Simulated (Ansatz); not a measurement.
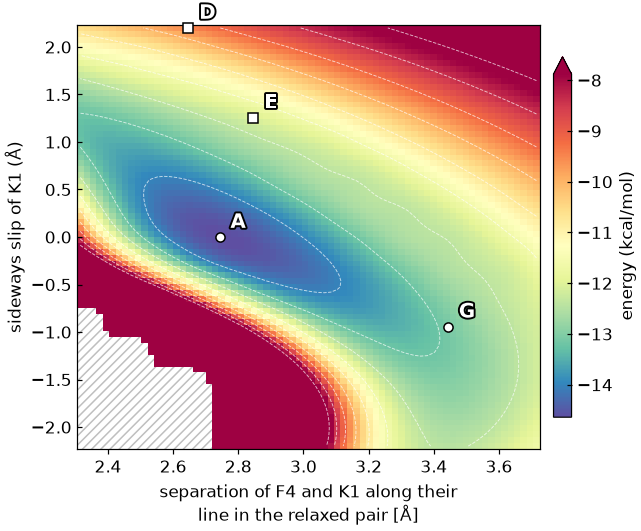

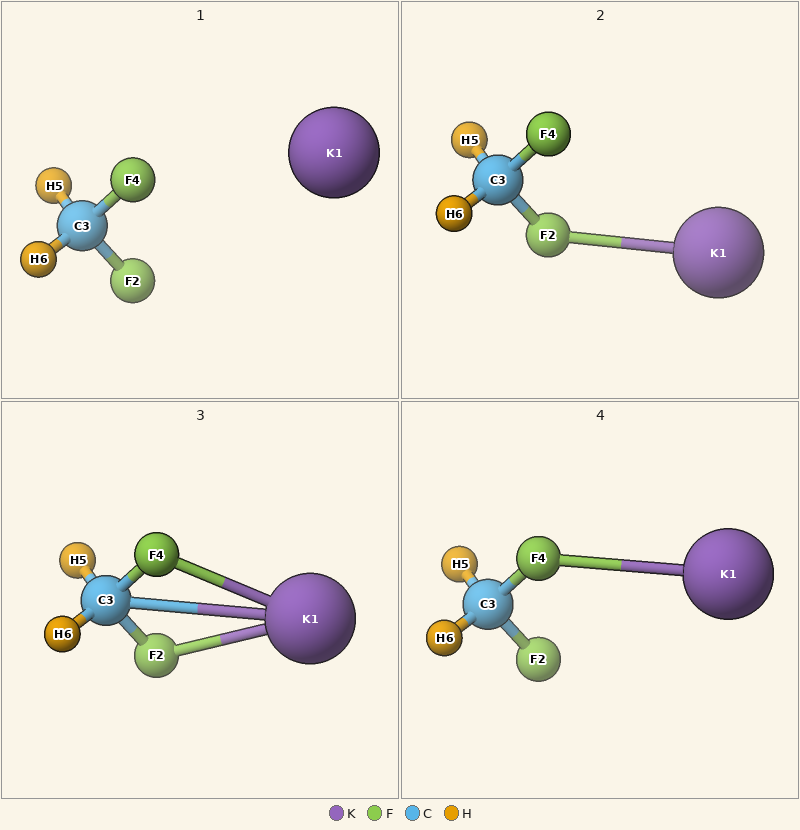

CH2F2K, charge +1. The first coordinate is: separation of F4 and K1 along their line in the relaxed pair; the second: sideways slip of K1. Nothing is relaxed (both partners rigid). The scan uses a 15 × 15 grid. At 24 points there is no value (left out of the scan, as a rule where atoms come close). Points are written as (first, second). Energies: kcal/mol, counted from the ion and the molecule far apart, frozen as in the relaxed pair, each in its own basis (no counterpoise correction). Theory: RKS PBE0-D4/def2-SVPD (Ansatz).

Drawn: a smooth colour map with a few white contour lines, one colour for all values above the top of the scale, hatched blanks where no value was computed, lettered points. Between grid points the surface is interpolated. The numbered pictures are the structures at these points, in random order.

### Which structure belongs to which point?

A is structure 3: (2.743 Å, 0.000 Å), −14.6 kcal/mol; D is structure 1: (2.647 Å, 2.200 Å), −9.5 kcal/mol; E is structure 4: (2.846 Å, 1.257 Å), −12.0 kcal/mol; G is structure 2: (3.444 Å, −0.943 Å), −13.1 kcal/mol.
